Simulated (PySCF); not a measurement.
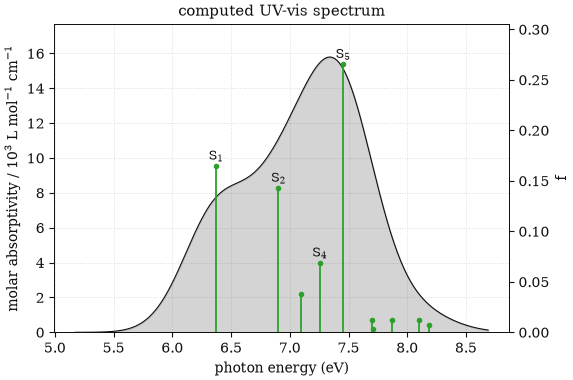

Vertical TDDFT excitations, ωB97X-D/def2-SVPD in PySCF 2.14.0, at a PBE0-D3(BJ)/def2-SVP geometry (no frequency check), gas phase. Only the first 10 singlet excitations are included; each is broadened by a Gaussian of 1/e half-width 0.40 eV. Sticks give oscillator strengths (right axis).

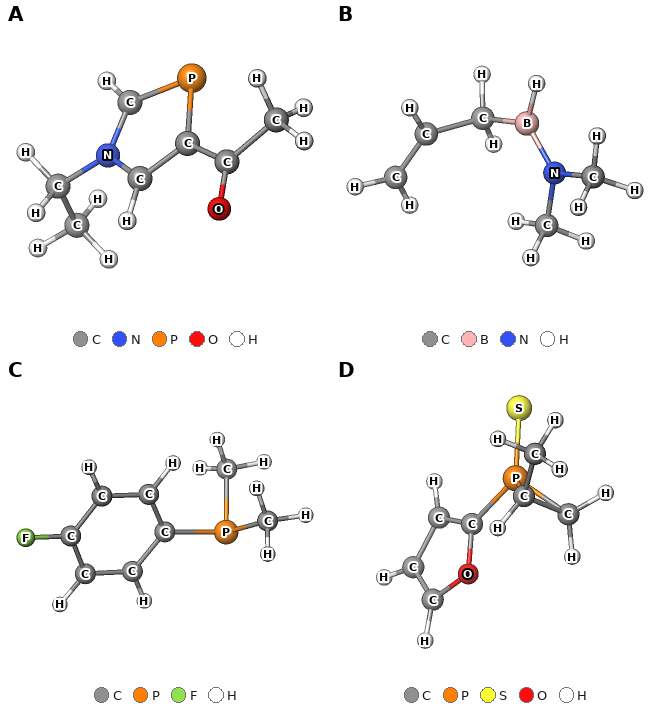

Which molecule gives this spectrum? Choose among the lettered structures.

Structure B, C₅H₁₂BN, SMILES C=CCBN(C)C. Its lowest singlet lies at 6.37 eV (f = 0.165) and the brightest of those computed is S5 at 7.45 eV (166 nm), f = 0.266, mixed, the largest part being HOMO → LUMO+2 (37 %).

Caveats: one conformer of a flexible molecule; core orbitals are frozen in the response.
